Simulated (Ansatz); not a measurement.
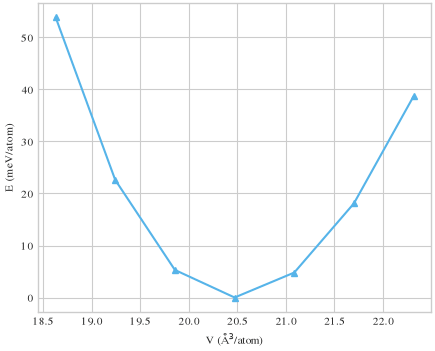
Figure. AsSi₃₁ in space group I-43m (No. 217; Pearson symbol cI64) under volume change, plane-wave PAW PBE (Ansatz code), shape and atoms relaxed at each volume.

Q: What does a third-order Birch–Murnaghan fit give for V₀, B₀ and B′?

A: V₀ = 20.47 Å³/atom, B₀ = 87.3 GPa, B′ = 4.5.

The start of the workflow was typed in or built on a structure type; neither database checked (COD, Materials Project) lists it. Its standing as an ambient phase is unchecked. Symmetry was held in the PBE relaxation; its stability against distortions is not shown here.

Potentials: the later of the program's two PAW sets.
